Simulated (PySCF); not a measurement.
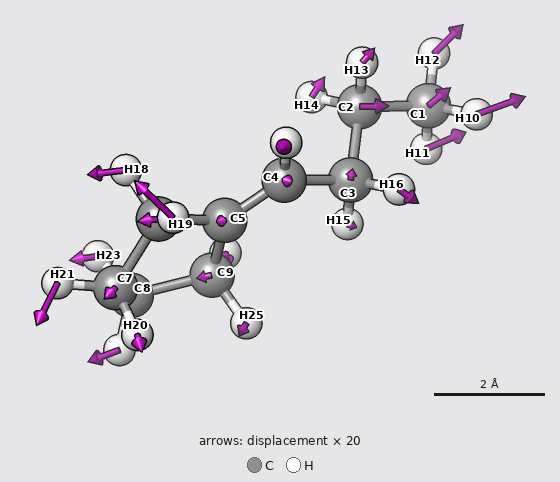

This is a relaxation of C$_{9}$H$_{16}$. The starting structure is drawn; purple arrows show the displacements, magnified 20 times. The two geometries are superimposed by the best rigid fit.

The picture is a ball-and-stick view, seen from a free direction.

The start comes from GFN2-xTB.

Level of theory: PBE0-D3(BJ)/def2-SVP geometry optimisation, gas phase in PySCF 2.14.0, density-fitted response routines. 

Which element moves most?

Answer. Hydrogen: up to 0.053 Å, against 0.029 Å for carbon.

Describe the change and its energy.

Answer. Over 4 geometry steps the energy falls by 0.067 eV. The largest force component goes from 0.87 to 0.022 eV/Å. The largest moves after the best rigid fit, 0.053 Å, are those of H atoms. Largest moves by element: H 0.053 Å, C 0.029 Å. Near-neighbour distances that change, for instance: C–H 1.083 → 1.098 Å, C–C 1.324 → 1.338 Å, C–C 1.508 → 1.517 Å. Among the angles between lasting bonds that change: H–C–H 107.7° → 105.6°.
